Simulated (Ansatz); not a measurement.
The reference is BP in the zinc blende structure (space group F-43m, No. 216; a = 4.5202 Å).

The change: every lattice vector is stretched by 2.50 %; the atoms relax in the strained cell.

Calculations: Ansatz (a quantum-chemistry and plane-wave program), PBEsol, PAW, cutoff 420 eV, no spin-orbit coupling.

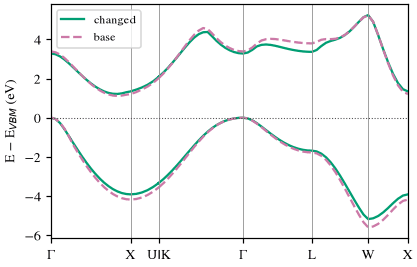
Figure: Highest valence and lowest conduction band along the path, each from its own valence-band maximum

The gap is 1.21 eV, indirect, Γ → Γ–X (83 % along); the base has 1.11 eV.

Whether these cells are dynamically stable was not tested.
